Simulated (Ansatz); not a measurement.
One crystal and one scan (energy against volume) at two levels, PBE (plane waves to 420 eV, PAW, scalar-relativistic; Ansatz, a first-principles code) and r2SCAN (plane waves to 500 eV, PAW, scalar-relativistic; Ansatz), each from its own relaxed cell and on its own mesh. The cell shown is that of PBE.

GaN (wurtzite)

```
GaN
1.0
    3.21838     0.00000     0.00000
   -1.60919     2.78720     0.00000
    0.00000     0.00000     5.24320
Ga N
2 2
Direct
  0.66667   0.33333   0.00096
  0.33333   0.66667   0.50096
  0.66667   0.33333   0.62424
  0.33333   0.66667   0.12424
```

E(V) scan at fixed shape, V₀ the volume above. The atoms relax within the cell's symmetry.

E stands for the smeared free energy. GaN was relaxed with its symmetry unable to fall. With the shape held, the modulus is that of even scaling; a crystal free to change shape is softer. Percentages come from the unrounded values.

```tsv
quantity	PBE	r2SCAN	PBE − r2SCAN
Lattice constant a (Å)	3.218	3.183	+0.035 (+1.1 %)
Lattice constant c (Å)	5.243	5.184	+0.059 (+1.1 %)
Relaxed volume (Å³/atom)	11.76	11.37	+0.39 (+3.4 %)
Bulk modulus at fixed cell shape B₀ (third-order Birch-Murnaghan fit) (GPa)	172.2	196.6	-24.4 (-12 %)
Pressure derivative B₀′ (fit)	4.4	4.3	+0.1 (+2 %)
```

PBE gives the higher value for: lattice constant a; lattice constant c; relaxed volume. PBE gives the lower value for: bulk modulus at fixed cell shape B₀.

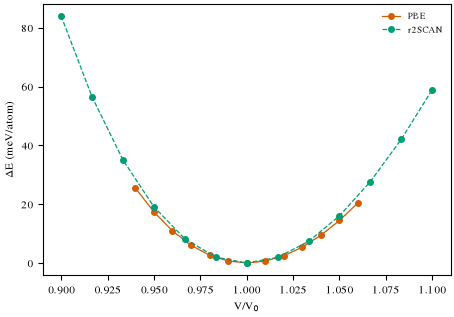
Figure. ΔE, each from the relaxed starting cell of its own level.

(A scan under strain: stresses follow from slopes of the energy per volume, elastic moduli from its curvatures.)
